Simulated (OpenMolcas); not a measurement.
# HF/6-31G(d) (Cartesian functions) run of C4H12Si (tetramethylsilane)

Wanted: an optimisation with harmonic vibrations of C4H12Si (tetramethylsilane). 

The results are computed with OpenMolcas 26.06.

1 further run of the same task is left out (set aside as unsound or not needed).

## 1. The molecule

C4H12Si has 17 atoms, charge 0, and is taken as a singlet. As SMILES, `C[Si](C)(C)C`. The shape is that of a PBE0-D4/def2-TZVP optimisation. The run starts from this shape.

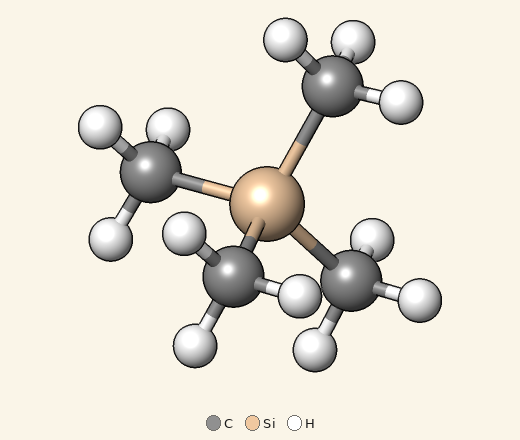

Viewed from a chosen angle; carbon grey, silicon light orange, hydrogen white.

## 2. An optimisation with harmonic vibrations at HF/6-31G(d) (Cartesian functions)

job.input reads:

```
&GATEWAY
  BasLib
  $CurrDir
  Coord
  17
  angstrom
  C       -0.369270       0.858680      -1.626320
  Si      -0.000040       0.000030       0.000050
  C        1.621840       0.640630       0.691330
  C        0.128820      -1.849550      -0.284830
  C       -1.381400       0.350260       1.219860
  H       -0.449460       1.940930      -1.492250
  H       -1.311550       0.505580      -2.054230
  H        0.420030       0.671710      -2.359630
  H        1.865720       0.155310       1.640370
  H        1.576460       1.718340       0.870620
  H        2.447590       0.452770      -0.000420
  H        0.343320      -2.378710       0.647710
  H        0.928170      -2.085290      -0.992750
  H       -0.803640      -2.252680      -0.689400
  H       -2.341810      -0.012860       0.843790
  H       -1.193700      -0.138250       2.179960
  H       -1.481050       1.423130       1.406160
  Basis
  6-31Gs
  Group
  NoSym
>>> EXPORT MOLCAS_MAXITER=50
>>> Do While

&SEWARD

&SCF
  PrOrbitals
  0

&SLAPAF
>>> EndDo
>>> COPY $Project.Opt.xyz $CurrDir/final.xyz
>>> COPY $Project.slapaf.h5 $CurrDir/final.slapaf.h5

&MCKINLEY

&MCLR
  Thermochemistry
  12
  1.0
  298.15
  End of PT
```

The basis set 6-31G* is read from a file made from the Basis Set Exchange's data (not shown).

Run with:

```sh
export MOLCAS_MEM=1860
pymolcas job.input > job.log
```

What it wrote:

```text
--- Start Module: gateway ---
[...]
--- Stop Module: gateway /rc=_RC_ALL_IS_WELL_ ---
[...]
      Basis functions          103
[...]
       Convergence after  10 Iterations
[...]
::    Total SCF energy                               -447.4126739225
[...]
 *              Molecular gradients               *
 **************************************************
  Irreducible representation: a
 ------------------------------------------------------------------------------------------
                              X                       Y                       Z
 ------------------------------------------------------------------------------------------
  C1                1.74177567264611E-03   -4.05864757644014E-03    7.67715914741185E-03
  SI2              -7.14652179399145E-06    4.08052037423616E-06    3.73819022919794E-06
  C3               -7.65193119399576E-03   -3.01908778645643E-03   -3.26463685613820E-03
  C4               -6.04413733806930E-04    8.72581716007659E-03    1.34592521963151E-03
  C5                6.51840018203131E-03   -1.65365122775474E-03   -5.74993862742001E-03
  H6               -8.93772258678815E-05    4.07116077354353E-03    1.70153848609156E-03
  H7               -3.80752026676046E-03   -2.11506904209413E-03   -7.22158726555122E-04
  H8                3.66048875609559E-03   -1.40146859851520E-03   -2.04412113520380E-03
[...]
       Convergence after   4 Iterations
[...]
::    Total SCF energy                               -447.4135548591
[...]
      Total spin, S                                     0.0000000000
[...]
      Total electronic charge=   50.000000
      Total            charge=   -0.000000
[...]
      Dipole Moment (debye):
      Origin of the operator (angstrom)=    0.0000    0.0000    0.0000
                   X= -1.3123E-07               Y=  5.3857E-06               Z=  2.4372E-06           Total=  5.9129E-06
      Quadrupole Moment (debye*angstrom):
[...]
--- Start Module: mckinley ---
[...]
--- Stop Module: mckinley /rc=_RC_INVOKED_OTHER_MODULE_ ---
[...]
--- Start Module: mclr ---
[...]
     Frequency:        i3.43     i3.42     i3.40      0.03      0.04      0.05
[...]
     Frequency:       143.28    167.36    167.36    167.36    191.95    191.96
[...]
        Frequency:         3249.04 cm-1
      ---------------------------------
[...]
        Frequency:         3252.76 cm-1
      ---------------------------------
[...]
        Frequency:         3252.76 cm-1
      ---------------------------------
[...]
        Frequency:         3252.76 cm-1
      ---------------------------------
[...]
--- Stop Module: mclr /rc=_RC_ALL_IS_WELL_ ---
[...]
```

Run time: 2.8 min. Hardware: 1 thread of Intel Xeon Platinum 8259CL at 2.50GHz (Skylake/Cascade Lake), shared host; peak memory 0.59 GiB.

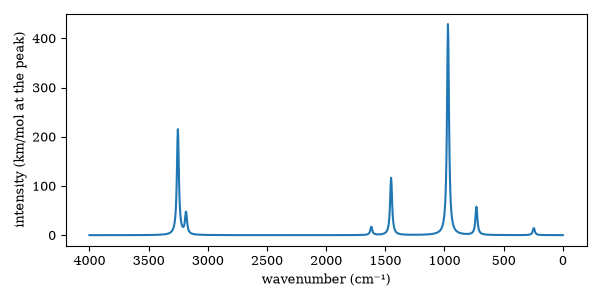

Harmonic infrared spectrum, unscaled, lines broadened by 10 cm⁻¹.

## 3. Results

At HF/6-31G* (Cartesian functions):

| quantity | value |
| --- | --- |
| total energy | -447.41355 Eh |
| dipole moment | 0.00 D |
| HOMO energy | -11.44 eV |
| LUMO energy | 5.56 eV |
| HOMO–LUMO gap | 16.99 eV |
| lowest harmonic wavenumber | 143 cm⁻¹ |
| highest harmonic wavenumber | 3253 cm⁻¹ |
| zero-point energy | 412.5 kJ/mol |
| ideal-gas entropy at 298.15 K and 1 atm (symmetry number 12 as used) | 83.8 cal/(mol K) |

In words: At the final geometry: Bond lengths: C1–Si2 1.894 Å, Si2–C3 1.894 Å, Si2–C4 1.894 Å, Si2–C5 1.894 Å, C1–H6 1.087 Å, C1–H7 1.087 Å, C1–H8 1.087 Å, C3–H9 1.087 Å, C3–H10 1.087 Å, C3–H11 1.087 Å, C4–H12 1.087 Å, C4–H13 1.087 Å, C4–H14 1.087 Å, C5–H15 1.087 Å, C5–H16 1.087 Å, C5–H17 1.087 Å. Some angles: C1–Si2–C3 109.5°, C1–Si2–C4 109.5°, C1–Si2–C5 109.5°, C3–Si2–C4 109.5°, C3–Si2–C5 109.5°, C4–Si2–C5 109.5°, Si2–C1–H6 111.5°, Si2–C1–H7 111.5°, Si2–C1–H8 111.5°, Si2–C3–H9 111.5°. All 45 modes are real, so the shape is a minimum at this level. Mulliken charges run from -0.79 on C1 to +1.11 on Si2; they depend strongly on the basis.
